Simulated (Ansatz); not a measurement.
| atom | x (Å) | y (Å) | z (Å) |
| --- | --- | --- | --- |
| Si | -0.3072 | -0.6206 | -1.7540 |
| N | 0.5607 | 0.6223 | -0.9394 |
| H | -0.6401 | -1.6741 | -0.7603 |
| H | -1.5488 | -0.0186 | -2.3050 |
| H | 0.4087 | -1.2843 | -2.8842 |
| H | 0.7025 | 1.5092 | -1.3960 |
| H | 1.3603 | 0.3795 | -0.3749 |
| P | 0.3826 | 0.1526 | 2.3861 |
| H | -0.8010 | -0.4809 | 1.9315 |
| H | -0.1853 | 1.4505 | 2.3377 |
| H | 0.0674 | -0.0356 | 3.7585 |

Geometry: PBE0-D4/def2-TZVP.

These are results of Ansatz, RKS PBE0-D4/def2-TZVPPD, not measurements.

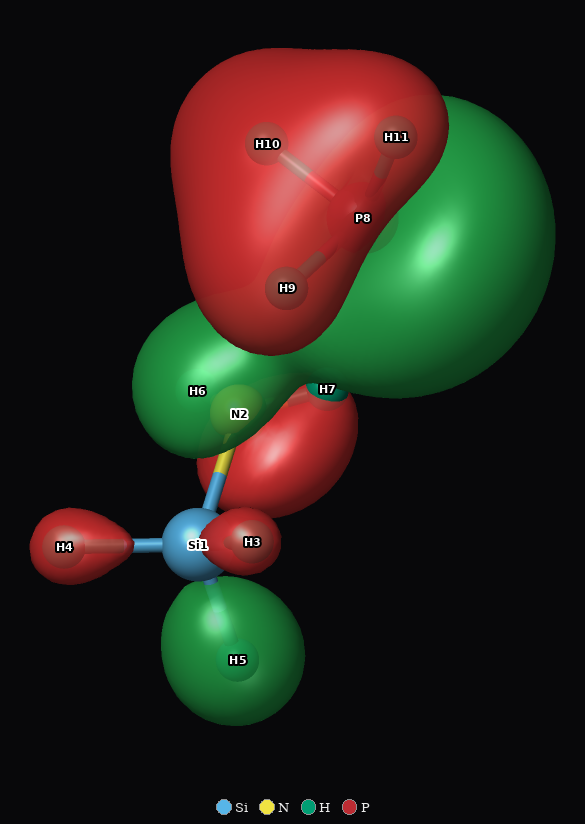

H5NSi···PH3. The HOMO−1 at ±0.06 Å⁻³ᐟ² (green and red are the two phases), seen at an oblique angle.

Question: Describe this orbital and give its energy.

Answer: It lies mainly on P8 (about 65 %) and N2 (about 10 %); largely a lone pair of P8. Its energy is −7.85 eV.
